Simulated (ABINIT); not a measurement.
# GaP (F-43m): Bethe-Salpeter spectra with ABINIT

Wanted: excitons and ε₂ of GaP (F-43m), with cost.

Main program and level: ABINIT 10.8.3; PBE and many-body steps on it, plane waves.

## (1) Set-up

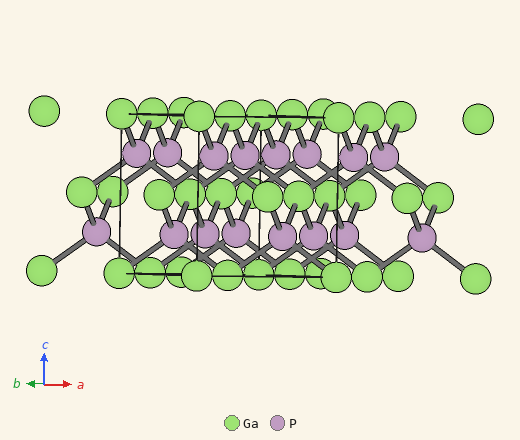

Start, viewed slightly off an axis; gallium green, phosphorus pink. 2×2×1 cells are drawn. This picture shows the conventional cell, with its axes. Bonds to atoms that aren't drawn are left out. Some periodic images of atoms are drawn too.

The cell and positions come from the Crystallography Open Database and are kept as given unless a step says otherwise.

## (2) Empty states on the mesh, 4×4×4 mesh, 112 bands

This step: ABINIT 10.8.3; DFT, PBE, plane waves, norm-conserving pseudopotentials.

The sums over transitions need many empty states on a uniform mesh; this step solves for them.

run.abi

```
acell 3*1.0 Angstrom
rprim 
  0.000000000000 2.725250000000 2.725250000000
  2.725250000000 0.000000000000 2.725250000000
  2.725250000000 2.725250000000 0.000000000000
ntypat 2
znucl 31 15
natom 2
typat 1 2
xred 
  0.000000000000 0.000000000000 0.000000000000
  0.250000000000 0.250000000000 0.250000000000
pp_dirpath "pseudos"
pseudos "Ga.upf, P.upf"
ecut 45
ngkpt 4 4 4
nshiftk 1
shiftk 0 0 0
kptopt 1
chksymbreak 0
irdden 1
istwfk *1
nband 112
prtvol 0
optdriver 6
gwr_task "HDIAGO"
paral_kgb 0
occopt 1
indata_prefix "in"
outdata_prefix "out"
tmpdata_prefix "tmp"
```

On the command line:

```bash
> OMP_NUM_THREADS=1 mpirun -n 4 abinit run.abi > log
```

Numbers of over 12 decimals in the logs are rounded to 6 here.

Output:

```text
.Version 10.8.3 of ABINIT. v10.8.2 released Aug 2026.

 Symmetries : space group F-4 3 m (#216); Bravais cF (face-center cubic)
[... echo of the input left out ...]
== DATASET  1 ==================================================================
-   mpi_nproc: 4, omp_nthreads: 1 (-1 if OMP is not activated)

--- !DatasetInfo
iteration_state: {dtset: 1, }
dimensions: {natom: 2, nkpt: 8, mband: 112, nsppol: 1, nspinor: 1, nspden: 1, mpw: 3972, }
cutoff_energies: {ecut:  45.0, pawecutdg:  -1.0, }
[...]
Indirect band gap semiconductor
 Fundamental gap:     1.652 (eV)
   VBM:     5.227 (eV) at k: [ 0.0000E+00,  0.0000E+00,  0.0000E+00]
   CBM:     6.880 (eV) at k: [ 5.0000E-01,  5.0000E-01,  0.0000E+00]
 Direct gap:         1.809 (eV) at k: [ 0.0000E+00,  0.0000E+00,  0.0000E+00]

== END DATASET(S) ==============================================================
================================================================================

 -outvars: echo values of variables after computation  --------
           etotal      0.0000000000E+00
            nband         112
             nkpt           8
          spgroup         216
 [... the other variables as echoed above ...]

 Calculation completed.
```

Wall time 74 s (4 MPI ranks of Arm Neoverse V2, shared host); peak memory 3.6 GiB.

Numbers from this step:

| Item | Value |
| --- | --- |
| gap | 1.652 eV |
| k of the valence top | 0, 0, 0 |
| k of the conduction bottom | 0.5, 0.5, 0 |
| least direct gap | 1.809 eV |
| k points computed | 8 |
| lowest point of the top converged band, above the valence top | 88.6883 eV |

On this mesh the gap is 1.652 eV.

The density comes from a self-consistent run that is not shown.

## (3) Screening, 4×4×4 mesh, 104 bands, screening to 163.3 eV

The RPA dielectric matrix is built and inverted for each q.

This step: RPA screening on PBE, plane waves, norm-conserving pseudopotentials.

Changes to run.abi since step 2:

```diff
@@ -20,10 +20,11 @@
 chksymbreak 0
-irdden 1
 istwfk *1
-nband 112
-prtvol 0
-optdriver 6
-gwr_task "HDIAGO"
-paral_kgb 0
 occopt 1
+irdwfk 1
+optdriver 3
+nband 104
+ecuteps 6
+inclvkb 2
+awtr 1
+symchi 1
 indata_prefix "in"
```

Output:

```text
.Version 10.8.3 of ABINIT. v10.8.2 released Aug 2026.

 Symmetries : space group F-4 3 m (#216); Bravais cF (face-center cubic)
[... echo of the input left out ...]
== DATASET  1 ==================================================================
-   mpi_nproc: 4, omp_nthreads: 1 (-1 if OMP is not activated)

--- !DatasetInfo
iteration_state: {dtset: 1, }
dimensions: {natom: 2, nkpt: 8, mband: 104, nsppol: 1, nspinor: 1, nspden: 1, mpw: 3972, }
cutoff_energies: {ecut:  45.0, pawecutdg:  -1.0, }
[...]
--------------------------------------------------------------------------------
[... chi0 elements left out ...]
 For q-point:  0.000010 0.000020 0.000030
  dielectric constant =  18.1275
  dielectric constant without local fields =  19.7157

  Average fulfillment of the sum rule on Im[epsilon] for q-point    1 :     44.50  [%]
[... wings left out ...]
  q-point number  2        q = ( 0.250000, 0.000000, 0.000000) [r.l.u.]
--------------------------------------------------------------------------------
[... chi0 elements left out ...]
  Average fulfillment of the sum rule on Im[epsilon] for q-point    2 :     50.90  [%]

 [... 6 further q-points ...]
```

The job ended after 24 s (4 MPI ranks; peak memory 0.88 GiB).

This step gave:

```yaml
eps_infinity_with_local_fields_on_this_mesh_along_the_program_s_q_direction: 18.13
the_same_without_local_fields: 19.72
plasma_frequency: 29.76 eV
plane_waves_in_the_screening_matrix: 181
```

Local fields lower ε∞ by 8 %. On a Γ-centred mesh this coarse the value itself is usually too large, while a short band sum pulls it down.

## (4) Self-energy, 4×4×4 mesh, 104 bands, screening to 163.3 eV

The self-energy is evaluated for the states that the input lists, and the levels follow from it, in one-shot runs by the linearised quasiparticle equation.

This step: G0W0 on PBE, plane waves, norm-conserving pseudopotentials.

Changes to run.abi since step 3:

```diff
@@ -23,8 +23,17 @@
 irdwfk 1
-optdriver 3
+optdriver 4
 nband 104
+gwcalctyp 0
+ecutsigx 45
+symsigma 1
+nkptgw 2
+kptgw 
+  0.0000000000 0.0000000000 0.0000000000
+  0.5000000000 0.5000000000 0.0000000000
+bdgw 
+  11 17
+  12 15
 ecuteps 6
-inclvkb 2
-awtr 1
-symchi 1
+irdscr 1
+ppmodel 1
 indata_prefix "in"
```

Output:

```text
.Version 10.8.3 of ABINIT. v10.8.2 released Aug 2026.

 Symmetries : space group F-4 3 m (#216); Bravais cF (face-center cubic)
[... echo of the input left out ...]
== DATASET  1 ==================================================================
-   mpi_nproc: 4, omp_nthreads: 1 (-1 if OMP is not activated)

--- !DatasetInfo
iteration_state: {dtset: 1, }
dimensions: {natom: 2, nkpt: 8, mband: 104, nsppol: 1, nspinor: 1, nspden: 1, mpw: 3972, }
cutoff_energies: {ecut:  45.0, pawecutdg:  -1.0, }
[...]
Band     E0 <VxcDFT>   SigX SigC(E0)      Z dSigC/dE  Sig(E)    E-E0       E
[...]
14   6.880  -9.776  -5.923  -3.907   0.808  -0.237  -9.820  -0.044   6.836
       15   7.048 -10.956  -6.909  -3.928   0.802  -0.247 -10.861   0.095   7.142

== END DATASET(S) ==============================================================
================================================================================

 -outvars: echo values of variables after computation  --------
           etotal      0.0000000000E+00
            nband         104
             nkpt           8
          spgroup         216
 [... the other variables as echoed above ...]

 Calculation completed.
```

Wall time 6.9 s (4 MPI ranks); peak memory 0.8 GiB; 27 s of CPU time.

This step gave:

```yaml
g0w0_gap_on_the_points_computed: 2.217 eV
starting_gap_on_the_mesh: 1.652 eV
k_of_the_valence_top: 0, 0, 0
k_of_the_conduction_bottom: 0.5, 0.5, 0
least_direct_g0w0_gap_on_the_computed_points: 2.671 eV
```

The gap on the mesh goes from 1.65 eV to 2.22 eV, a correction of +0.56 eV.

The gap opens by 0.565 eV; the next steps shift the empty bands rigidly by 0.862 eV, the correction at the start's least direct gap.

## (5) Dielectric constant by perturbation theory

The response to a uniform field gives ε∞, a yardstick for the screening that GW builds on its mesh.

This step: DFT, PBE, linear response to an electric field, plane waves, norm-conserving pseudopotentials.

run.abi

```
acell 3*1.0 Angstrom
rprim 
  0.000000000000 2.725250000000 2.725250000000
  2.725250000000 0.000000000000 2.725250000000
  2.725250000000 2.725250000000 0.000000000000
ntypat 2
znucl 31 15
natom 2
typat 1 2
xred 
  0.000000000000 0.000000000000 0.000000000000
  0.250000000000 0.250000000000 0.250000000000
pp_dirpath "pseudos"
pseudos "Ga.upf, P.upf"
ecut 45
ngkpt 8 8 8
nshiftk 1
shiftk 0.5 0.5 0.5
chksymbreak 0
ndtset 3
nband 13
occopt 1
istwfk *1
nstep 60
tolwfr1 1e-18
iscf2 -3
rfelfd2 2
kptopt2 2
getwfk2 1
tolwfr2 1e-18
rfelfd3 3
kptopt3 2
getwfk3 1
getddk3 2
tolvrs3 1e-08
rfdir 1 1 1
nqpt2 1
nqpt3 1
qpt 0 0 0
prtwf3 0
prtden 0
optforces1 0
optstress1 0
kptopt1 1
indata_prefix "in"
outdata_prefix "out"
tmpdata_prefix "tmp"
```

Output:

```text
.Version 10.8.3 of ABINIT. v10.8.2 released Aug 2026.

 DATASET    1 : space group F-4 3 m (#216); Bravais cF (face-center cubic)
[... echo of the input left out ...]
== DATASET  1 ==================================================================
-   mpi_nproc: 4, omp_nthreads: 1 (-1 if OMP is not activated)

--- !DatasetInfo
iteration_state: {dtset: 1, }
dimensions: {natom: 2, nkpt: 60, mband: 13, nsppol: 1, nspinor: 1, nspden: 1, mpw: 3959, }
cutoff_energies: {ecut:  45.0, pawecutdg:  -1.0, }
[...]
(from electric field response)
   if specified in the inputs, charge neutrality has been imposed
     j1       j2             matrix element
  dir pert dir pert     real part    imaginary part

[...]
2    2   3    4         0.0000000000         0.0000000000
   3    2   3    4        -2.1797420107         0.0000000000

== END DATASET(S) ==============================================================
================================================================================

 -outvars: echo values of variables after computation  --------
          spgroup         216
 [... the other variables as echoed above ...]

 Calculation completed.
```

The job ended after 8.8 min (4 MPI ranks; peak memory 0.99 GiB).

The field response gives a mean ε∞ of 10.66, which the model screening below takes as its input.

## (6) Excitons

Light makes an electron and a hole together. The Bethe-Salpeter equation adds their screened attraction and their exchange, in a window of bands around the gap.

This step: Bethe-Salpeter equation on PBE with a scissors shift, plane waves, norm-conserving pseudopotentials.

run.abi

```
acell 3*1.0 Angstrom
rprim 
  0.000000000000 2.725250000000 2.725250000000
  2.725250000000 0.000000000000 2.725250000000
  2.725250000000 2.725250000000 0.000000000000
ntypat 2
znucl 31 15
natom 2
typat 1 2
xred 
  0.000000000000 0.000000000000 0.000000000000
  0.250000000000 0.250000000000 0.250000000000
pp_dirpath "pseudos"
pseudos "Ga.upf, P.upf"
ecut 45
ngkpt 4 4 4
nshiftk 1
shiftk 0 0 0
kptopt 1
chksymbreak 0
istwfk *1
occopt 1
irdwfk 1
optdriver 99
bs_calctype 1
mbpt_sciss 0.862 eV
bs_loband 11
nband 15
bs_exchange_term 1
bs_coulomb_term 11
bs_coupling 0
bs_algorithm 1
bs_freq_mesh 0 6 0.05 eV
zcut 0.1 eV
ecuteps 3
ecutwfn 22.5
inclvkb 2
irdscr 1
indata_prefix "in"
outdata_prefix "out"
tmpdata_prefix "tmp"
```

Output:

```text
.Version 10.8.3 of ABINIT. v10.8.2 released Aug 2026.

 Symmetries : space group F-4 3 m (#216); Bravais cF (face-center cubic)
[... echo of the input left out ...]
== DATASET  1 ==================================================================
-   mpi_nproc: 4, omp_nthreads: 1 (-1 if OMP is not activated)

--- !DatasetInfo
iteration_state: {dtset: 1, }
dimensions: {natom: 2, nkpt: 8, mband: 15, nsppol: 1, nspinor: 1, nspden: 1, mpw: 1411, }
cutoff_energies: {ecut:  22.5, pawecutdg:  -1.0, }
electrons: {nelect:   2.60000000E+01, charge:   0.00000000E+00, occopt:   1.00000000E+00, tsmear:   1.00000000E-02, }

 Exciton: Calculation of dielectric properties by solving the Bethe-Salpeter equation
 in frequency domain and reciprocal space on a transitions basis set.
 Based on a program developed by L. Reining, V. Olevano, F. Sottile,
 S. Albrecht, and G. Onida. Incorporated in ABINIT by M. Giantomassi.

.Using double precision arithmetic ; gwpc =  8

[... cell and pseudopotentials left out ...]
--------------------------------------------------------------------------------

 ==== K-mesh for the wavefunctions ====
 Number of points in the irreducible wedge :     8
[... list of points left out ...]
 Together with 24 symmetry operations and time-reversal symmetry
 yields    64 points in the full Brillouin Zone.

 ==== Q-mesh for the screening function ====
 Number of points in the irreducible wedge :     8
[... list of points left out ...]
 Together with 24 symmetry operations and time-reversal symmetry
 yields    64 points in the full Brillouin Zone.

 vcoul_init : cutoff-mode = AUXILIARY_FUNCTION
 q-points for optical limit:   1
     1)      0.000010    0.000020    0.000030
 setmesh: FFT mesh size selected  =    24x   24x   24
          total number of points  =        13824

 ==== Fundamental parameters for the solution of the Bethe-Salpeter equation: ====
 Algorithm: Direct diagonalization.
 Dimension of the v, W matrices,  npweps  = 65
 Cutoff for the wavefunctions,    npwwfn  = 1411
 Number of k-points in the IBZ,   nkibz   = 8
 Highest empty band included,     nband   = 15
 === Spin UP ===
 Number of resonant transitions          384
 Lowest occupied state                   11
 Highest occupied state                  13
 Lowest unoccupied state                 14
 Highest unoccupied state                15
 Minimum frequency [eV]           Emin    =   0.00
 Maximum frequency [eV]           Emax    =   6.00
 Frequency step [eV]              dE      =   0.05
 Lorentzian broadening [eV]       eta     =   0.10
 RPA L0 with KS energies and KS wavefunctions
 Scissors operator energy [eV] =          0.86
 Local fields effects (v term) included
 Excitonic effects (W term) included
 Full W_GG' included
 W is read from an external SCR file
 Resonant-only calculation (Hermitian case)

 Calculating epsilon_Macro(q-->0,w), along the following directions:
 q = (  0.946444  0.000000  0.000000) [r.l.u.]
 q = (  0.000000  0.946444  0.000000) [r.l.u.]
 q = (  0.000000  0.000000  0.946444) [r.l.u.]
 q = (  0.000000  0.819644  0.819644) [r.l.u.]
 q = (  0.819644  0.000000  0.819644) [r.l.u.]
 q = (  0.819644  0.819644  0.000000) [r.l.u.]
 Number of electrons calculated from density =   25.6824; Expected =   26.0000
 average of density, n =  0.094013
 r_s =    1.3643
 omega_plasma =   29.5767 [eV]

. Writing resonant excitonic Hamiltonian on file out_BSR; file size=   0.00 [Gb].
 Direct diagonalization of the resonant excitonic Hamiltonian, Matrix size= 384
. Using LAPACK sequential version.
 Excitonic eigenvalues in eV up to n=   32
   2.52064   2.52124   2.52139   3.39669   3.40807   3.40840   3.43423   3.44587
   3.44697   3.48857   3.48880   3.50786   3.50797   3.53507   3.53539   3.53544
   3.54148   3.54156   3.54160   3.54229   3.54231   3.55670   3.55837   3.55861
   3.56035   3.56201   3.56241   4.54691   4.54742   4.56070   4.57070   4.57230

 First excitonic eigenvalue=    2.52 [eV]
 Last  excitonic eigenvalue=   12.38 [eV]

 GW  direct gap       2.67  0.00 [eV]
 EXC direct gap       2.52  0.00 [eV]
 EXC binding energy   0.15  0.00 [eV]

 Excitonic eigenvalues up to the GW energy gap [eV]
  1 (  2.52  0.00)
  2 (  2.52  0.00)
  3 (  2.52  0.00)

 Macroscopic dielectric function:
 omega [eV] <KS_RPA_nlf>  <GW_RPA_nlf>  <BSE>
   0.0000  18.3635   0.0000  14.5956   0.0000  16.1100   0.0000
   0.0500  18.3688   0.0214  14.5978   0.0089  16.1131   0.0125
   0.1000  18.3848   0.0430  14.6045   0.0179  16.1225   0.0251
   0.1500  18.4115   0.0648  14.6156   0.0268  16.1381   0.0377
   0.2000  18.4491   0.0869  14.6312   0.0359  16.1600   0.0504
   0.2500  18.4978   0.1096  14.6514   0.0450  16.1883   0.0633
   0.3000  18.5580   0.1329  14.6761   0.0543  16.2231   0.0764
   0.3500  18.6298   0.1570  14.7055   0.0637  16.2645   0.0898
   0.4000  18.7138   0.1821  14.7396   0.0733  16.3126   0.1035
   0.4500  18.8106   0.2083  14.7785   0.0830  16.3675   0.1175

 Writing KS-RPA macroscopic dielectric function without local fields to file: out_RPA_NLF_MDF
 Writing GW-RPA macroscopic dielectric function without local fields to file: out_GW_NLF_MDF
 Writing EXC Macroscopic dielectric function to file: out_EXC_MDF

== END DATASET(S) ==============================================================
================================================================================

 -outvars: echo values of variables after computation  --------
           etotal      0.0000000000E+00
            nband          15
             nkpt           8
          spgroup         216
 [... the other variables as echoed above ...]

 Calculation completed.
```

Run time: 5.6 s. Hardware: 4 MPI ranks; peak memory 0.31 GiB; 22 s of CPU time.

This step gave:

* direct gap of the transition levels: 2.671 eV
* transitions in the window: 384
* first strong exciton (over a fiftieth of the strongest listed): 2.521 eV
* lowest state: 2.521 eV
* binding of the lowest state below the direct gap: 0.1504 eV
* Coulomb term of one mesh cell: 0.1643 eV

The binding is 0.92 times the screened Coulomb term of one mesh cell (0.16 eV), so it is not shown settled.

The lowest state lies at 2.521 eV, 0.150 eV under the direct gap.

Lines within 3 meV are set at the lowest of them, and the highest group, which the list may cut short, is left out; lines within 3 meV are set at the lowest of them, and the highest group, which the list may cut short, is left out. Exciton lines, with heights relative to the strongest:

```csv
position (eV),lines merged,"oscillator strength, relative"
2.521,3,63
3.397,1,61
3.408,2,100
3.434,1,0.0
3.446,2,4.4
3.489,2,15
```

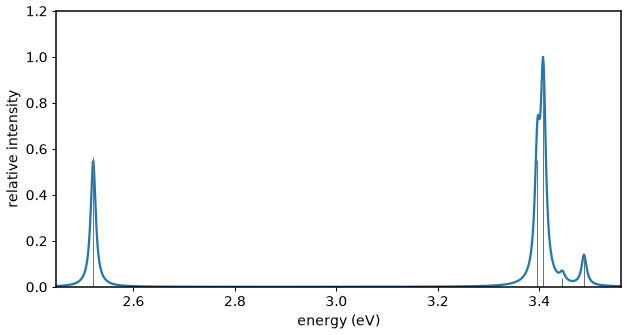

The exciton spectrum, broadened with Lorentzians of width 0.012 eV; bars mark the lines.

The ε₂ has structure finer than the step of the table below, so its rows give means over 0.25 eV, whole bins alone (the curve runs from 0 to 5.95 eV). Peaks (eV: height): BSE 2.500: 38.4, 3.400: 108, 4.600: 28.8, 5.050: 58.6; no electron-hole interaction 2.650: 25.9, 3.650: 96.8, 4.750: 28.7, 5.350: 84.5; Kohn-Sham, no shift 1.800: 26.8, 2.800: 98.4, 3.850: 28.9, 4.500: 82.7, 5.400: 19.8.

Mean over the three Cartesian directions of q; broadening 0.1 eV; transition window only. Limits: finite bands, cutoff and mesh; no spin-orbit coupling; coarse k mesh; exciton not shown settled in the k mesh. The ε₂ by photon energy; means over each step:

```csv
photon energy (eV),BSE,no electron-hole interaction,"Kohn-Sham, no shift"
0.25,0.0637,0.0451,0.110
0.50,0.133,0.0933,0.238
0.75,0.214,0.148,0.410
1.00,0.317,0.215,0.689
1.25,0.461,0.302,1.29
1.50,0.686,0.428,3.56
1.75,1.10,0.629,17.7
2.00,2.09,1.02,9.13
2.25,6.60,2.13,5.01
2.50,28.2,9.57,12.7
2.75,10.7,17.1,66.0
3.00,9.02,5.12,27.5
3.25,42.2,7.25,6.71
3.50,66.5,36.6,5.42
3.75,12.3,58.7,16.4
4.00,5.15,10.6,18.3
4.25,5.68,5.23,35.4
4.50,19.6,8.57,66.2
4.75,18.2,22.4,15.1
5.00,45.6,18.8,5.43
5.25,35.1,65.3,9.29
5.50,7.56,35.0,12.2
5.75,3.62,7.36,6.88
```

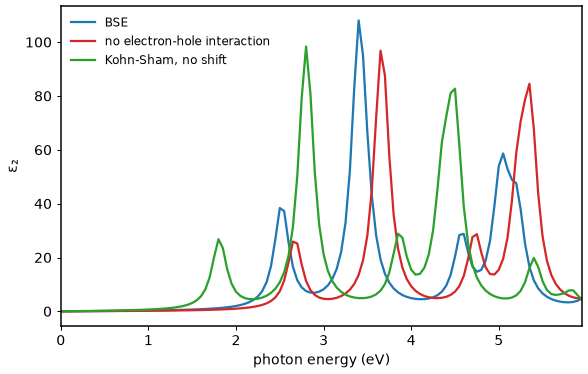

ε₂ against photon energy.

(Part 1 of 3 ends here.)

[Paths, hosts, dates, memory and timing lines, banners, echoed tables and standing remarks are left out of the program output.]

[Logs are printed without paths, hosts, clocks, repeated set-up lines and the standing remarks that a program may print on its own settings, such as how far it seeks lower states.]

[Runs of the session that timed out or met a known fault of the program may be left out.]

[Hosts, paths, dates, database ids (printed as entryN), source tags and the programs' standing remarks are cut or masked in the printed files.]

[G0W0 gaps are taken among the corrected bands and points alone; a level outside them can change the order at an edge.]

[Where Ansatz stands beside ABINIT at settings called matched, ABINIT's density can come from a denser mesh and the files from another edition; pairs whose starting gaps differed by over 0.03 eV were left out, so agreement reads better than it is.]
